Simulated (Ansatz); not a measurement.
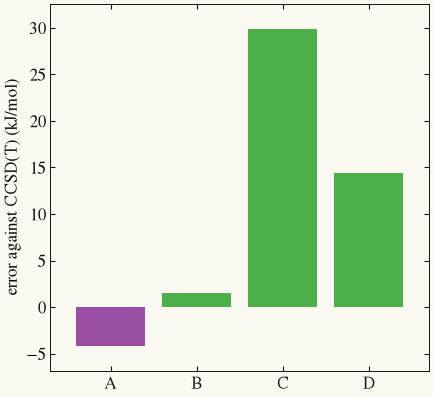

Error in the electronic atomisation energy (method less reference, so positive means overbinding) of C₂H₁₀AlNSi, SMILES C[SiH](C)[AlH][NH2], singlet: functionals in def2-TZVPP against frozen-core CCSD(T) at the limit (MP2 extrapolated from triple and quadruple zeta, plus CCSD(T) less MP2 in a smaller set), which gives 5193.5 kJ/mol, at a PBE0-D4/def2-TZVP geometry (no frequency check), no zero-point or spin-orbit term, the Ansatz code 0.2.0. The reference leaves out core correlation, a term that grows with the number of heavy atoms. Limit means the basis limit.

Question: The letters stand for B3LYP-D4, MP2 limit, PBE-D4 and r2SCAN-D4. Which is which?

Answer: A: r2SCAN-D4 (−4.2 kJ/mol); B: B3LYP-D4 (1.5 kJ/mol); C: PBE-D4 (29.9 kJ/mol); D: MP2 limit (14.5 kJ/mol).

Caveats, for all or some of the runs: one conformer of a flexible molecule.
